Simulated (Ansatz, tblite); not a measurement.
# The cluster YCu4+: one state, many levels

Aim: run the singlet of the cluster YCu4+ at one geometry on many levels, and compare frontier levels, spin and run time.

Computed with Ansatz 0.2.0, Gaussian basis. Level: as each input shows.

The runs, in order: GFN1-xTB, GFN2-xTB, PBE-D4/def2-TZVP, r2SCAN-D4/def2-TZVP, HF/def2-TZVP, LDA/def2-TZVP, r2SCANh-D4/def2-TZVP, PBE-D4/def2-SVP, PBE0-D4/def2-SVP, CCSD(T)/def2-SVP, MP2/def2-TZVP.

6 further runs of the same task are left out: 6 set aside as unsound or not needed. Runs told in other sessions of the task aren't counted.

**1. The structure**

The singlet was relaxed beforehand with r2SCAN-D4/def2-SVP. At that level it is the lowest of the isomers that a small search found.

5 atoms, charge 1, spin multiplicity 1.

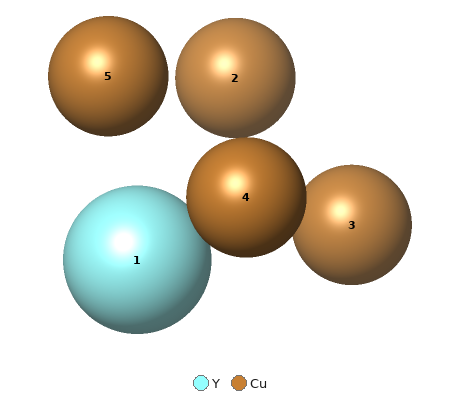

The geometry (yttrium teal, copper orange); atoms are numbered from 1 in the order of the file.

Coordinates:

```xyz
5

Y     0.4199   -1.0435    1.1860
Cu    1.2471    0.5797   -0.6517
Cu   -0.0816    1.5995    1.0294
Cu   -1.5159    0.0869   -0.1063
Cu   -0.0694   -1.2226   -1.4574
```

Y takes a core potential in the def2 sets. No spin-orbit coupling is included. The ion is computed in the gas phase, without counter-ions or solvent.

PBE0-D4/def2-TZVP was run before; its log isn't repeated, and its numbers join the tables.

**2. GFN1-xTB**

Tight binding, by tblite at 300 K electronic temperature and without a spin-polarisation term:

```python
tblite.interface.Calculator('GFN1-xTB', numbers, positions, charge=1, uhf=0).singlepoint()
```

Energy -509.2726 eV, HOMO -15.50 eV, LUMO -15.30 eV; 0.005 s.

**3. GFN2-xTB**

Tight binding, by tblite at 300 K electronic temperature and without a spin-polarisation term:

```python
tblite.interface.Calculator('GFN2-xTB', numbers, positions, charge=1, uhf=0).singlepoint()
```

Energy -443.3792 eV, HOMO -12.91 eV, LUMO -12.45 eV; 0.01 s.

**4. PBE-D4/def2-TZVP**

start.molden holds the orbitals of an earlier run on this state, given as this run's starting guess.

Input file in.yaml:

```yaml
crystal:
  periodic: [false, false, false]
  atoms:
    - {symbol: Y, position_ang: [0.419850, -1.043451, 1.186028]}
    - {symbol: Cu, position_ang: [1.247067, 0.579662, -0.651728]}
    - {symbol: Cu, position_ang: [-0.081619, 1.599464, 1.029382]}
    - {symbol: Cu, position_ang: [-1.515944, 0.086926, -0.106306]}
    - {symbol: Cu, position_ang: [-0.069355, -1.222610, -1.457375]}
basis:
  gaussian: {orbitals: def2-TZVP, initial_orbitals: start.molden}
total_charge: 1
hamiltonian: {xc: pbe, dispersion: d4}
scf: {omitted_lower_state_checks: [starts]}
output: {forces: true, orbitals: {seedname: orbitals}}
```

Started as:

```sh
$ ansatz run in.yaml --threads 4 --pin off --events-out ev --progress --plain --max-ram 4787MiB
```

The runs that follow: r2SCAN-D4/def2-TZVP; HF/def2-TZVP; LDA/def2-TZVP; r2SCANh-D4/def2-TZVP; PBE-D4/def2-SVP; PBE0-D4/def2-SVP; CCSD(T)/def2-SVP; MP2/def2-TZVP.

Before running them: what should the planned runs give, taken together? Wanted: gap in def2-TZVP, named functionals and Hartree-Fock, smallest and largest; correlation energy, CCSD(T)/def2-SVP; correlation energy, MP2/def2-TZVP; PBE0 total energy, smallest basis above largest.

As calculated:

| quantity | value |
| --- | --- |
| gap in def2-TZVP, named functionals and Hartree-Fock, smallest and largest | 0.53 eV (LDA), 5.11 eV (HF) |
| correlation energy, CCSD(T)/def2-SVP | -39.01 eV |
| correlation energy, MP2/def2-TZVP | -55.56 eV |
| PBE0 total energy, smallest basis above largest | 26.42 eV (def2-SVP, def2-TZVP) |

What this shows: Orbital gaps of the named functionals and Hartree-Fock in def2-TZVP span 0.53 eV (LDA) to 5.11 eV (HF); exact exchange widens it. Notes on CCSD(T)/def2-SVP and its Hartree-Fock reference, which MP2 shares: restricted state is unstable towards broken spin symmetry.
